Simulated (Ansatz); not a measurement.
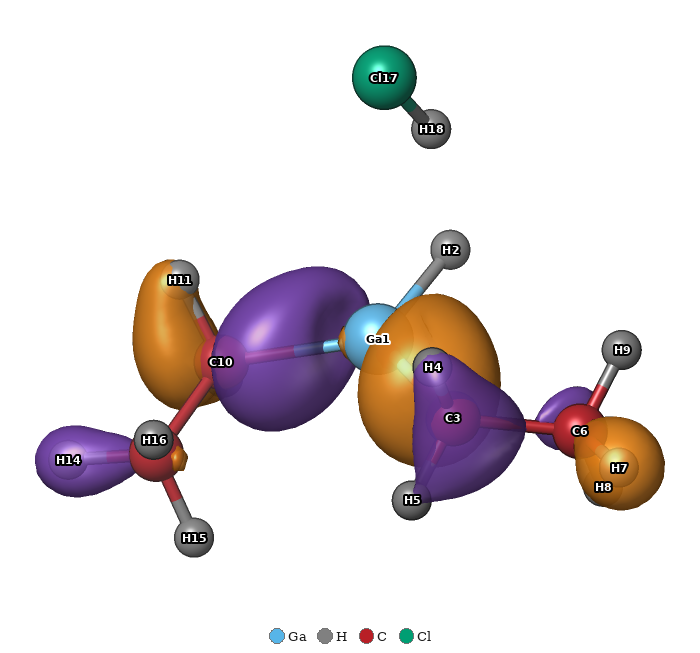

Figure 1: C₄H₁₁Ga···HCl. One frontier orbital at ±0.15 Å⁻³ᐟ² (orange and purple are the two phases), seen at a tilt.

Not at a stationary point (largest force 0.8 eV/Å).

The calculation used RKS PBE/def2-SVP (Ansatz 0.2.0).

```tsv
atom	x (Å)	y (Å)	z (Å)
Ga	-0.0210	0.1591	-0.0978
H	-0.0967	0.2826	1.4798
C	1.8016	0.0726	-0.9009
H	2.0156	-1.0194	-0.9705
H	1.7613	0.4342	-1.9519
C	2.9048	0.7814	-0.1053
H	3.9143	0.6082	-0.5346
H	2.7534	1.8807	-0.0761
H	2.9392	0.4369	0.9494
C	-1.7354	0.1047	-1.0995
H	-2.2809	-0.7867	-0.7151
H	-2.3446	0.9738	-0.7640
C	-1.6214	0.0667	-2.6280
H	-2.6128	-0.0134	-3.1231
H	-1.1357	0.9810	-3.0288
H	-1.0152	-0.7952	-2.9769
Cl	0.1596	-2.8205	1.6050
H	0.0850	-1.5133	1.9146
```

> Which orbital is it: HOMO or LUMO?

The HOMO, at −5.97 eV. Its weight (Hirshfeld) is mainly on C3 (about 25 %), C10 (about 25 %), Ga1 (about 20 %) and C6 (about 5 %).
